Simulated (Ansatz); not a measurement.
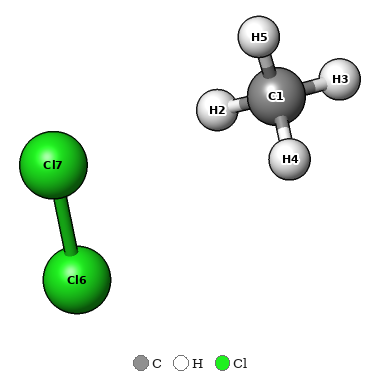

The system is the pair CH₄···Cl₂; the picture shows the reference structure. 
- The turn is about an axis along (0.11, −0.99, −0.11) in the frame of the relaxed pair, normal to the line between the partners.
- The first coordinate is: distance C1···Cl7; the second: turn of Cl6, Cl7 about its own atom Cl7.
- The scan uses a 9 × 8 grid.
- Points are written as (first, second).
- All energies are given in kJ/mol relative to the lowest grid point.
- Energies and slopes of some neighbouring points disagree (a jump in structure or state, or too coarse a mesh).
- Theory: Ansatz 0.2.0, RKS PBE0-D4/def2-TZVPD.

Its coordinates:

```xyz
7

C     0.0508    0.1176   -1.0613
H     0.4956   -0.7819   -0.6364
H     0.4210    0.2629   -2.0759
H     0.3198    0.9775   -0.4485
H    -1.0335    0.0113   -1.0810
Cl    0.8519   -0.1904    2.7570
Cl   -1.1056   -0.3971    2.5463
```

Range: distance C1···Cl7 from 3.211 to 4.611 Å; turn of Cl6, Cl7 about its own atom Cl7 from −180 to 135°.

Question: What landscape does the calculation give?

Answer: The lowest grid point is at (3.412 Å, 90°). Other grid points that lie below all their neighbours: (3.742 Å, 0°) (0.8 kJ/mol higher). The highest grid point, (3.211 Å, −90°), lies 1698 kJ/mol above the lowest. At the highest point the unbonded atoms C1···Cl6 come to 1.34 Å, against 5.36 Å at the lowest; the sum of their van der Waals radii is about 3.6 Å.

```csv
"second ↓, first →",3.211,3.288,3.412,3.566,3.742,3.936,4.147,4.373,4.611
135,3,2,1,1,1,2,2,3,3
90,1,0,0,0,1,1,2,2,3
45,5,4,3,2,2,2,2,3,3
0,7,5,3,1,1,1,1,2,2
−45,650,545,399,263,157,86,43,19,8
−90,1698,1379,989,646,386,209,102,44,16
−135,83,66,44,27,15,8,4,2,2
−180,6,4,3,2,2,2,2,3,3
```

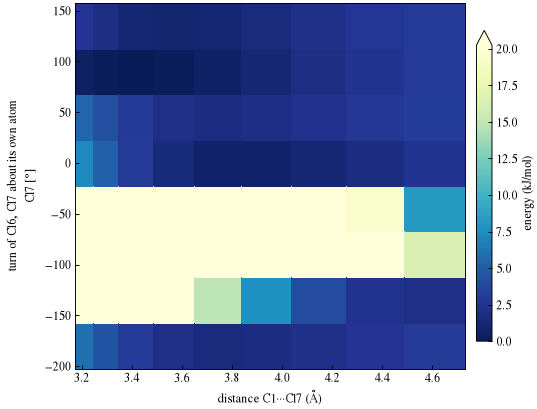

The picture shows one coloured cell a grid point, one colour for all values above the top of the scale.

Each point was launched as `ansatz run input.yaml --threads 1 --pin off --max-ram 2560MiB --backend cpu --events-out ev --progress --plain --runs-dir out`. The whole map (72 points run) took 8.9 min on 1 thread of Intel(R) Xeon(R) Platinum 8259CL CPU @ 2.50GHz (Skylake/Cascade Lake) (shared host).
